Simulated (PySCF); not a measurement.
# C3H4Cl2Si: NMR shifts at several levels of theory

Aim: compute the NMR shifts of C3H4Cl2Si (`C=C=C[SiH](Cl)Cl`) at several levels, and see how far they spread and what each costs.

The runs use PySCF 2.14.0, with density-fitted response routines of our own; the level of theory stands in each step. All values are computed, except where a source is named. Atoms are numbered from 0 throughout.

## Step 1: Starting geometry

10 atoms, charge 0, multiplicity 1; geometry from: GFN2-xTB. The atoms were then displaced at random by about 0.01 Å, so the start is not that level's minimum.

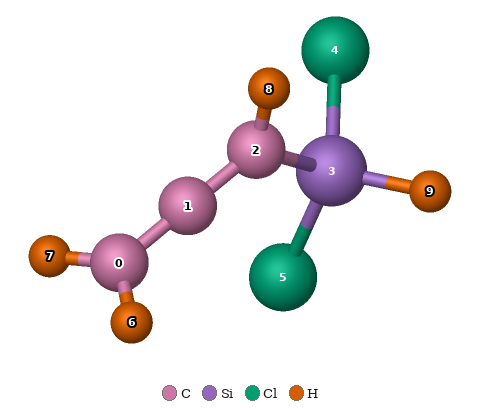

The starting geometry (carbon pink, silicon purple, chlorine teal, hydrogen orange), atoms numbered.

## Step 2: Geometry optimisation at PBE0-D3(BJ)/def2-SVP

Job settings and geometry (Å):

```
{"job": {"xc": "PBE0", "basis": "def2-SVP", "d3": "d3bj", "grid": 1, "shake": 0.01, "kind": "geom"}, "charge": 0, "multiplicity": 1}
C      2.231020     0.227980     0.220300
C      1.016070    -0.237780     0.348250
C     -0.212890    -0.688450     0.446570
Si    -1.668710     0.168490    -0.282700
Cl    -2.747870    -1.197160    -1.369600
Cl    -1.110320     1.684070    -1.475580
H      2.636420     0.935160     0.937560
H      2.857720    -0.007690    -0.620060
H     -0.361940    -1.603630     1.015050
H     -2.589080     0.698090     0.759160
```

The run is started by

```console
$ OMP_NUM_THREADS=1 python probes_run.py task.json out
```

This one command runs all jobs of the session in turn.

The log of the run:

```text
step   0  E = -1325.64281125  max force = 0.014281
step   1  E = -1325.64431735  max force = 0.006981
step   2  E = -1325.64457387  max force = 0.003948
step   3  E = -1325.64465038  max force = 0.000443
step   4  E = -1325.64465525  max force = 0.000239
optimisation converged
```

It took 25 s on 1 thread of Arm Neoverse V1, shared host; peak memory 0.47 GiB.

The steps of the relaxation:

```csv
step,energy from step 0 (eV),largest force component (eV/Å)
0,0.0000,0.7344
1,-0.0410,0.3590
2,-0.0480,0.2030
3,-0.0500,0.0228
4,-0.0502,0.0123
```

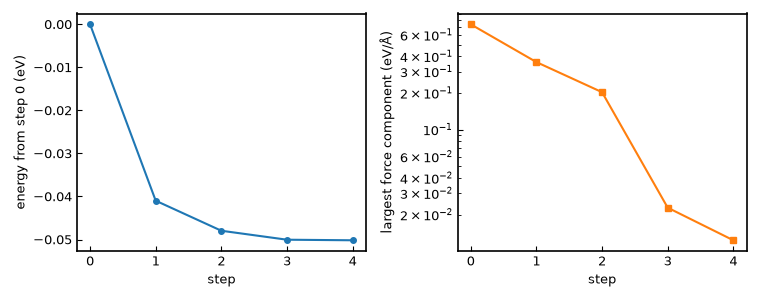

Energy and largest force along the relaxation.

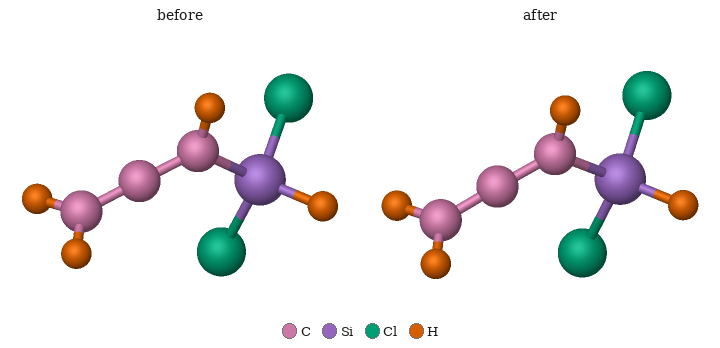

Before and after, at one scale.

Close pairs (by a distance rule), those that changed most:

```csv
bond,before (Å),after (Å),change (Å)
Si3–Cl5,2.008,2.055,+0.047
C0–H7,1.074,1.094,+0.020
C2–Si3,1.840,1.852,+0.012
C2–H8,1.088,1.099,+0.011
Si3–Cl4,2.052,2.063,+0.011
C0–H6,1.086,1.094,+0.009
Si3–H9,1.488,1.483,-0.004
C0–C1,1.307,1.306,-0.002
```

The next job starts from the end point, and lists it.

```csv
at the end point,value
point group (found at 0.08 Å tolerance),C1
"rotational constants (GHz, main isotopes)","2.586, 1.223, 0.915"
dipole moment (D),2.06
```

## Step 3: NMR shieldings: PBE0/pcSseg-2

Job settings and geometry (Å):

```
{"job": {"kind": "nmr", "xc": "PBE0", "basis": "pcSseg-2", "pop": false}, "charge": 0, "multiplicity": 1}
C      1.596635     0.456481    -0.052115
C      0.426407    -0.088724     0.143638
C     -0.767669    -0.601609     0.316464
Si    -2.287391     0.186943    -0.389115
Cl    -3.329457    -1.224322    -1.473925
Cl    -1.751188     1.744553    -1.617852
H      1.997066     1.195525     0.648749
H      2.203882     0.188009    -0.922008
H     -0.877914    -1.531346     0.891778
H     -3.212474     0.706222     0.647648
```

Method: GIAO PBE0/pcSseg-2 NMR shielding, non-relativistic, gas phase.

The log of the run:

```text
coarse grid: 10616 points
cycle   1  E = -1326.1455901115  dE =  6.082e-01  |g| = 4.292e-01  |ddm| = 2.601e+00
cycle   2  E = -1326.1370106380  dE =  8.579e-03  |g| = 4.736e-01  |ddm| = 1.032e+00
cycle   3  E = -1326.1907057022  dE = -5.370e-02  |g| = 7.315e-02  |ddm| = 5.913e-01
cycle   4  E = -1326.1915902533  dE = -8.846e-04  |g| = 4.307e-02  |ddm| = 1.012e-01
cycle   5  E = -1326.1920733460  dE = -4.831e-04  |g| = 9.814e-03  |ddm| = 3.878e-02
cycle   6  E = -1326.1920967090  dE = -2.336e-05  |g| = 2.483e-03  |ddm| = 9.837e-03
cycle   7  E = -1326.1920981497  dE = -1.441e-06  |g| = 5.960e-04  |ddm| = 2.685e-03
final grid: 90536 points
cycle   8  E = -1326.2056939990  dE = -6.642e-05  |g| = 6.829e-03  |ddm| = 4.174e-02
cycle   9  E = -1326.2056936053  dE =  3.937e-07  |g| = 5.729e-03  |ddm| = 9.953e-03
cycle  10  E = -1326.2057014251  dE = -7.820e-06  |g| = 1.378e-03  |ddm| = 6.494e-03
cycle  11  E = -1326.2057018504  dE = -4.253e-07  |g| = 5.012e-04  |ddm| = 1.423e-03
cycle  12  E = -1326.2057019099  dE = -5.954e-08  |g| = 6.551e-05  |ddm| = 3.852e-04
cycle  13  E = -1326.2057019107  dE = -7.535e-10  |g| = 2.514e-05  |ddm| = 8.324e-05
converged SCF energy = -1326.2057019107

GIAO shielding tensors (ppm)
atom      isotropic    diamagn.    paramagn.     s11        s22        s33       span
  0 C      106.515     257.472    -150.957     10.516    140.902    168.126    157.610
  1 C      -50.196     263.345    -313.540    -87.931    -67.024      4.367     92.298
  2 C       99.322     260.650    -161.329     19.845    122.981    155.139    135.294
  3 Si     337.677     874.558    -536.881    299.090    352.302    361.639     62.549
  4 Cl     862.179    1146.885    -284.706    749.078    850.968    986.490    237.412
  5 Cl     891.426    1148.726    -257.301    778.754    902.779    992.744    213.990
  6 H       26.276      30.291      -4.015     24.331     24.667     29.831      5.500
  7 H       26.241      30.418      -4.178     24.295     24.623     29.803      5.508
  8 H       26.025      30.586      -4.561     23.328     26.996     27.751      4.423
  9 H       25.305      26.501      -1.196     21.668     23.324     30.922      9.255
```

It took 34 s on 1 thread of Arm Neoverse V1, shared host; peak memory 1.1 GiB.

Shifts follow as δ = σ(reference) − σ, with reference shieldings (ppm) from runs at the same level and on the same kind of geometry: 1H TMS 31.25, 13C TMS 184.1, 29Si TMS 341.3, 35Cl HCl 941. The references are single molecules in the gas phase. Atoms listed in one row are averaged.

```csv
atoms,environment,σ (ppm),δ (ppm)
C1,central carbon of an allene,-50.2,234.3
C2,terminal carbon of a cumulated C=C=C unit,99.3,84.8
C0,terminal carbon of a cumulated C=C=C unit,106.5,77.6
H9,"hydrogen on a silicon bonded to C, 2 Cl",25.30,5.94
H8,hydrogen on a terminal carbon of a cumulated C=C=C unit,26.03,5.22
"H6, H7",hydrogen on a terminal carbon of a cumulated C=C=C unit,26.26,4.99
Si3,"silicon bonded to C, 2 Cl, H",337.7,3.6
"Cl4, Cl5",chlorine bonded to Si,877,64
```

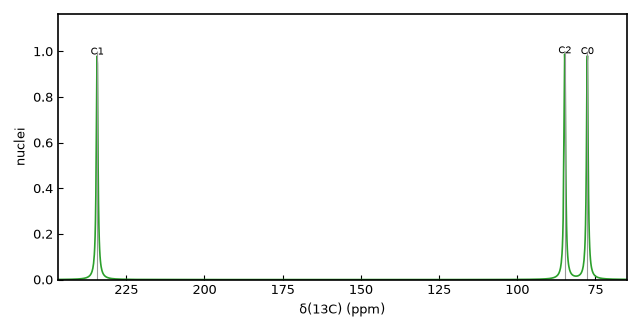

13C lines at the computed shifts, without couplings. Lines are broadened to a width of 0.63 ppm (Lorentzian).

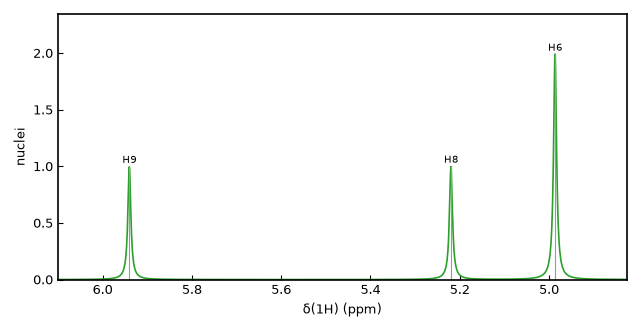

1H lines at the computed shifts, without couplings. Lines are broadened to a width of 0.01 ppm (Lorentzian).

## Step 4: Nuclear shieldings: mPW1PW91/pcSseg-2

Settings changed since step 3:

```diff
@@ -1,2 +1,2 @@
-{"job": {"kind": "nmr", "xc": "PBE0", "basis": "pcSseg-2", "pop": false}, "charge": 0, "multiplicity": 1}
+{"job": {"kind": "nmr", "xc": "mPW1PW91", "basis": "pcSseg-2", "pop": false}, "charge": 0, "multiplicity": 1}
 C      1.596635     0.456481    -0.052115
```

Method: GIAO mPW1PW91/pcSseg-2 NMR shielding, non-relativistic, gas phase.

The log of the run:

```text
coarse grid: 10616 points
cycle   1  E = -1326.7383269871  dE =  6.074e-01  |g| = 4.336e-01  |ddm| = 2.597e+00
cycle   2  E = -1326.7296163574  dE =  8.711e-03  |g| = 4.816e-01  |ddm| = 1.042e+00
cycle   3  E = -1326.7849167772  dE = -5.530e-02  |g| = 7.328e-02  |ddm| = 5.984e-01
cycle   4  E = -1326.7858228034  dE = -9.060e-04  |g| = 4.274e-02  |ddm| = 1.009e-01
cycle   5  E = -1326.7862970916  dE = -4.743e-04  |g| = 1.013e-02  |ddm| = 3.903e-02
cycle   6  E = -1326.7863221492  dE = -2.506e-05  |g| = 2.437e-03  |ddm| = 9.993e-03
cycle   7  E = -1326.7863235398  dE = -1.391e-06  |g| = 6.001e-04  |ddm| = 2.716e-03
final grid: 90536 points
cycle   8  E = -1326.7973430197  dE = -5.419e-05  |g| = 5.251e-03  |ddm| = 3.804e-02
cycle   9  E = -1326.7973427166  dE =  3.030e-07  |g| = 4.431e-03  |ddm| = 7.761e-03
cycle  10  E = -1326.7973473645  dE = -4.648e-06  |g| = 1.087e-03  |ddm| = 5.174e-03
cycle  11  E = -1326.7973476291  dE = -2.646e-07  |g| = 4.236e-04  |ddm| = 1.186e-03
cycle  12  E = -1326.7973476726  dE = -4.345e-08  |g| = 5.677e-05  |ddm| = 3.424e-04
cycle  13  E = -1326.7973476731  dE = -5.557e-10  |g| = 2.439e-05  |ddm| = 7.468e-05
converged SCF energy = -1326.7973476731

GIAO shielding tensors (ppm)
atom      isotropic    diamagn.    paramagn.     s11        s22        s33       span
  0 C      105.649     257.983    -152.334      9.553    139.913    167.481    157.928
  1 C      -51.325     262.614    -313.939    -88.643    -67.717      2.383     91.026
  2 C       98.644     260.463    -161.819     19.017    122.190    154.725    135.708
  3 Si     336.535     874.711    -538.176    298.087    350.989    360.528     62.442
  4 Cl     862.640    1147.126    -284.486    749.721    850.659    987.541    237.820
  5 Cl     891.531    1148.965    -257.434    779.182    901.561    993.848    214.666
  6 H       26.331      30.337      -4.006     24.406     24.731     29.856      5.451
  7 H       26.295      30.467      -4.172     24.371     24.684     29.831      5.460
  8 H       26.089      30.632      -4.543     23.397     27.048     27.821      4.425
  9 H       25.387      26.558      -1.171     21.757     23.412     30.992      9.235
```

It took 34 s on 1 thread of Arm Neoverse V1, shared host; peak memory 1.1 GiB.

Key values: δ C1 234.9, C2 84.9, C0 77.9, Si3 3.5, H9 5.91, H8 5.20 ppm.

## Step 5: Nuclear shieldings: WP04/pcSseg-2

Settings changed since step 4:

```diff
@@ -1,2 +1,2 @@
-{"job": {"kind": "nmr", "xc": "mPW1PW91", "basis": "pcSseg-2", "pop": false}, "charge": 0, "multiplicity": 1}
+{"job": {"kind": "nmr", "xc": "WP04", "basis": "pcSseg-2", "pop": false}, "charge": 0, "multiplicity": 1}
 C      1.596635     0.456481    -0.052115
```

Level: GIAO WP04/pcSseg-2 NMR shielding, non-relativistic, gas phase.

The log of the run:

```text
coarse grid: 10616 points
cycle   1  E = -1341.1489193196  dE =  5.481e-01  |g| = 7.180e-01  |ddm| = 2.600e+00
cycle   2  E = -1341.1007047542  dE =  4.821e-02  |g| = 8.338e-01  |ddm| = 1.563e+00
cycle   3  E = -1341.2605052886  dE = -1.598e-01  |g| = 1.405e-01  |ddm| = 1.005e+00
cycle   4  E = -1341.2648378513  dE = -4.333e-03  |g| = 6.029e-02  |ddm| = 1.821e-01
cycle   5  E = -1341.2657157382  dE = -8.779e-04  |g| = 2.206e-02  |ddm| = 5.667e-02
cycle   6  E = -1341.2658350095  dE = -1.193e-04  |g| = 4.072e-03  |ddm| = 1.908e-02
cycle   7  E = -1341.2658390385  dE = -4.029e-06  |g| = 1.010e-03  |ddm| = 4.949e-03
final grid: 90536 points
cycle   8  E = -1341.2817681303  dE = -8.698e-05  |g| = 6.516e-03  |ddm| = 5.123e-02
cycle   9  E = -1341.2817638657  dE =  4.265e-06  |g| = 7.198e-03  |ddm| = 1.196e-02
cycle  10  E = -1341.2817782605  dE = -1.439e-05  |g| = 1.060e-03  |ddm| = 7.352e-03
cycle  11  E = -1341.2817783691  dE = -1.086e-07  |g| = 7.533e-04  |ddm| = 1.242e-03
cycle  12  E = -1341.2817785045  dE = -1.354e-07  |g| = 1.254e-04  |ddm| = 5.480e-04
cycle  13  E = -1341.2817785075  dE = -2.936e-09  |g| = 4.772e-05  |ddm| = 1.483e-04
cycle  14  E = -1341.2817785080  dE = -5.639e-10  |g| = 1.021e-05  |ddm| = 5.817e-05
converged SCF energy = -1341.2817785080

GIAO shielding tensors (ppm)
atom      isotropic    diamagn.    paramagn.     s11        s22        s33       span
  0 C       92.722     255.486    -162.763     -1.902    123.811    156.257    158.159
  1 C      -65.432     262.212    -327.644    -93.587    -72.768    -29.941     63.646
  2 C       86.696     261.538    -174.842      7.524    107.784    144.781    137.257
  3 Si     329.293     876.760    -547.468    292.068    343.190    352.621     60.553
  4 Cl     859.322    1150.845    -291.523    740.816    830.460   1006.691    265.875
  5 Cl     885.657    1153.117    -267.459    767.544    876.736   1012.692    245.148
  6 H       26.751      30.935      -4.184     25.025     25.285     29.942      4.917
  7 H       26.715      31.083      -4.367     25.021     25.191     29.934      4.912
  8 H       26.549      31.205      -4.656     23.989     27.270     28.390      4.401
  9 H       26.277      26.843      -0.566     22.705     24.351     31.776      9.071
```

Wall time 34 s (1 thread of Arm Neoverse V1, shared host); peak memory 1.1 GiB.

Key values: δ C1 237.5, C2 85.4, C0 79.4, Si3 -1.3, H9 5.33, H8 5.06 ppm.

## Step 6: Nuclear shieldings: B97-2/pcSseg-2

Settings changed since step 5:

```diff
@@ -1,2 +1,2 @@
-{"job": {"kind": "nmr", "xc": "WP04", "basis": "pcSseg-2", "pop": false}, "charge": 0, "multiplicity": 1}
+{"job": {"kind": "nmr", "xc": "B97-2", "basis": "pcSseg-2", "pop": false}, "charge": 0, "multiplicity": 1}
 C      1.596635     0.456481    -0.052115
```

Method: GIAO B97-2/pcSseg-2 NMR shielding, non-relativistic, gas phase.

The log of the run:

```text
coarse grid: 10616 points
cycle   1  E = -1326.7636376247  dE =  5.908e-01  |g| = 4.413e-01  |ddm| = 2.603e+00
cycle   2  E = -1326.7509836107  dE =  1.265e-02  |g| = 5.075e-01  |ddm| = 1.085e+00
cycle   3  E = -1326.8126246820  dE = -6.164e-02  |g| = 7.823e-02  |ddm| = 6.376e-01
cycle   4  E = -1326.8137571071  dE = -1.132e-03  |g| = 4.361e-02  |ddm| = 1.078e-01
cycle   5  E = -1326.8142516695  dE = -4.946e-04  |g| = 1.151e-02  |ddm| = 3.993e-02
cycle   6  E = -1326.8142847861  dE = -3.312e-05  |g| = 2.167e-03  |ddm| = 1.109e-02
cycle   7  E = -1326.8142858569  dE = -1.071e-06  |g| = 6.904e-04  |ddm| = 2.707e-03
final grid: 90536 points
cycle   8  E = -1326.8128114630  dE = -7.218e-05  |g| = 9.203e-03  |ddm| = 6.106e-02
cycle   9  E = -1326.8128108863  dE =  5.767e-07  |g| = 6.598e-03  |ddm| = 1.141e-02
cycle  10  E = -1326.8128170334  dE = -6.147e-06  |g| = 2.332e-03  |ddm| = 8.798e-03
cycle  11  E = -1326.8128184248  dE = -1.391e-06  |g| = 5.461e-04  |ddm| = 2.553e-03
cycle  12  E = -1326.8128185019  dE = -7.703e-08  |g| = 1.062e-04  |ddm| = 5.271e-04
cycle  13  E = -1326.8128185043  dE = -2.472e-09  |g| = 2.974e-05  |ddm| = 1.099e-04
cycle  14  E = -1326.8128185045  dE = -1.965e-10  |g| = 8.903e-06  |ddm| = 3.325e-05
converged SCF energy = -1326.8128185045

GIAO shielding tensors (ppm)
atom      isotropic    diamagn.    paramagn.     s11        s22        s33       span
  0 C      107.206     258.009    -150.803     13.721    140.520    167.377    153.657
  1 C      -46.570     263.801    -310.371    -82.506    -62.010      4.808     87.314
  2 C      100.542     260.787    -160.244     22.975    123.463    155.189    132.214
  3 Si     346.005     874.728    -528.724    308.619    359.919    369.476     60.857
  4 Cl     867.551    1147.471    -279.920    756.460    854.176    992.017    235.558
  5 Cl     895.907    1149.395    -253.488    785.186    904.477    998.060    212.874
  6 H       26.417      30.393      -3.976     24.507     24.803     29.940      5.433
  7 H       26.383      30.529      -4.147     24.475     24.759     29.914      5.439
  8 H       26.175      30.710      -4.535     23.467     27.139     27.920      4.452
  9 H       25.512      26.636      -1.124     21.889     23.537     31.110      9.221
```

Wall time 35 s (1 thread of Arm Neoverse V1, shared host); peak memory 1.1 GiB.

Key values: δ C1 230.0, C2 82.9, C0 76.3, Si3 1.6, H9 5.85, H8 5.18 ppm.

## Step 7: Nuclear shieldings: BHandHLYP/pcSseg-2

Settings changed since step 6:

```diff
@@ -1,2 +1,2 @@
-{"job": {"kind": "nmr", "xc": "B97-2", "basis": "pcSseg-2", "pop": false}, "charge": 0, "multiplicity": 1}
+{"job": {"kind": "nmr", "xc": "BHandHLYP", "basis": "pcSseg-2", "pop": false}, "charge": 0, "multiplicity": 1}
 C      1.596635     0.456481    -0.052115
```

Method: GIAO BHandHLYP/pcSseg-2 NMR shielding, non-relativistic, gas phase.

The log of the run:

```text
coarse grid: 10616 points
cycle   1  E = -1326.6414392710  dE =  7.114e-01  |g| = 4.104e-01  |ddm| = 2.519e+00
cycle   2  E = -1326.6599875873  dE = -1.855e-02  |g| = 3.567e-01  |ddm| = 9.720e-01
cycle   3  E = -1326.6897357774  dE = -2.975e-02  |g| = 5.427e-02  |ddm| = 4.382e-01
cycle   4  E = -1326.6902737559  dE = -5.380e-04  |g| = 3.179e-02  |ddm| = 7.404e-02
cycle   5  E = -1326.6905318218  dE = -2.581e-04  |g| = 7.070e-03  |ddm| = 3.212e-02
cycle   6  E = -1326.6905458206  dE = -1.400e-05  |g| = 1.901e-03  |ddm| = 8.034e-03
cycle   7  E = -1326.6905468204  dE = -9.998e-07  |g| = 3.600e-04  |ddm| = 2.345e-03
final grid: 90536 points
cycle   8  E = -1326.6988677436  dE = -2.023e-05  |g| = 2.265e-03  |ddm| = 2.464e-02
cycle   9  E = -1326.6988682062  dE = -4.626e-07  |g| = 1.809e-03  |ddm| = 3.635e-03
cycle  10  E = -1326.6988689946  dE = -7.884e-07  |g| = 1.934e-04  |ddm| = 1.840e-03
cycle  11  E = -1326.6988689995  dE = -4.866e-09  |g| = 1.247e-04  |ddm| = 2.607e-04
cycle  12  E = -1326.6988690033  dE = -3.864e-09  |g| = 2.201e-05  |ddm| = 1.057e-04
cycle  13  E = -1326.6988690034  dE = -1.182e-10  |g| = 6.611e-06  |ddm| = 2.326e-05
converged SCF energy = -1326.6988690034

GIAO shielding tensors (ppm)
atom      isotropic    diamagn.    paramagn.     s11        s22        s33       span
  0 C      105.865     254.851    -148.986      7.505    139.732    170.357    162.852
  1 C      -56.017     263.200    -319.217    -93.170    -72.346     -2.536     90.633
  2 C       99.897     259.492    -159.595     17.860    122.778    159.052    141.192
  3 Si     346.054     873.331    -527.277    313.460    356.620    368.083     54.623
  4 Cl     879.760    1147.131    -267.371    770.333    864.081   1004.867    234.534
  5 Cl     907.653    1148.876    -241.223    798.045    916.165   1008.747    210.702
  6 H       26.446      30.453      -4.007     24.577     24.776     29.985      5.407
  7 H       26.409      30.589      -4.180     24.539     24.740     29.948      5.409
  8 H       26.327      30.930      -4.603     23.544     27.302     28.135      4.590
  9 H       25.844      26.614      -0.769     22.193     23.822     31.518      9.326
```

Wall time 34 s (1 thread of Arm Neoverse V1, shared host); peak memory 1.2 GiB.

In short: δ C1 240.3, C2 84.4, C0 78.4, Si3 -0.3, H9 5.60, H8 5.12 ppm.

## Step 8: NMR shieldings: CAM-B3LYP/pcSseg-2

Settings changed since step 7:

```diff
@@ -1,2 +1,2 @@
-{"job": {"kind": "nmr", "xc": "BHandHLYP", "basis": "pcSseg-2", "pop": false}, "charge": 0, "multiplicity": 1}
+{"job": {"kind": "nmr", "xc": "CAM-B3LYP", "basis": "pcSseg-2", "pop": false}, "charge": 0, "multiplicity": 1}
 C      1.596635     0.456481    -0.052115
```

With the program's defaults for keys left out, this is: GIAO CAM-B3LYP/pcSseg-2 NMR shielding, non-relativistic, gas phase.

The log of the run:

```text
coarse grid: 10616 points
cycle   1  E = -1326.6803763560  dE =  6.687e-01  |g| = 4.380e-01  |ddm| = 2.496e+00
cycle   2  E = -1326.6940867192  dE = -1.371e-02  |g| = 4.181e-01  |ddm| = 1.034e+00
cycle   3  E = -1326.7329576383  dE = -3.887e-02  |g| = 4.858e-02  |ddm| = 4.559e-01
cycle   4  E = -1326.7333216377  dE = -3.640e-04  |g| = 3.073e-02  |ddm| = 6.983e-02
cycle   5  E = -1326.7335608279  dE = -2.392e-04  |g| = 7.260e-03  |ddm| = 3.119e-02
cycle   6  E = -1326.7335760978  dE = -1.527e-05  |g| = 2.069e-03  |ddm| = 1.005e-02
cycle   7  E = -1326.7335773306  dE = -1.233e-06  |g| = 3.955e-04  |ddm| = 2.627e-03
final grid: 90536 points
cycle   8  E = -1326.7452115806  dE = -3.421e-05  |g| = 2.883e-03  |ddm| = 2.726e-02
cycle   9  E = -1326.7452122350  dE = -6.544e-07  |g| = 2.243e-03  |ddm| = 4.248e-03
cycle  10  E = -1326.7452134546  dE = -1.220e-06  |g| = 2.786e-04  |ddm| = 2.245e-03
cycle  11  E = -1326.7452134642  dE = -9.612e-09  |g| = 1.392e-04  |ddm| = 3.044e-04
cycle  12  E = -1326.7452134686  dE = -4.438e-09  |g| = 3.627e-05  |ddm| = 1.239e-04
cycle  13  E = -1326.7452134689  dE = -3.242e-10  |g| = 8.167e-06  |ddm| = 3.438e-05
converged SCF energy = -1326.7452134689

GIAO shielding tensors (ppm)
atom      isotropic    diamagn.    paramagn.     s11        s22        s33       span
  0 C      104.005     253.419    -149.414      5.786    137.477    168.752    162.966
  1 C      -57.030     261.832    -318.862    -95.872    -75.804      0.585     96.457
  2 C       96.374     259.365    -162.991     15.009    118.726    155.388    140.379
  3 Si     325.646     874.048    -548.402    287.935    339.478    349.526     61.590
  4 Cl     860.864    1147.189    -286.325    744.227    846.505    991.860    247.633
  5 Cl     889.833    1148.883    -259.050    773.121    900.229    996.150    223.029
  6 H       26.401      30.506      -4.105     24.480     24.826     29.898      5.419
  7 H       26.364      30.622      -4.258     24.441     24.783     29.868      5.427
  8 H       26.234      31.008      -4.774     23.609     27.149     27.944      4.335
  9 H       25.570      26.501      -0.931     21.939     23.617     31.153      9.214
```

Run time: 49 s. Hardware: 1 thread of Arm Neoverse V1, shared host; peak memory 1.4 GiB.

In short: δ C1 239.6, C2 86.2, C0 78.5, Si3 3.3, H9 5.77, H8 5.10 ppm.

[end of part 1 of 2]
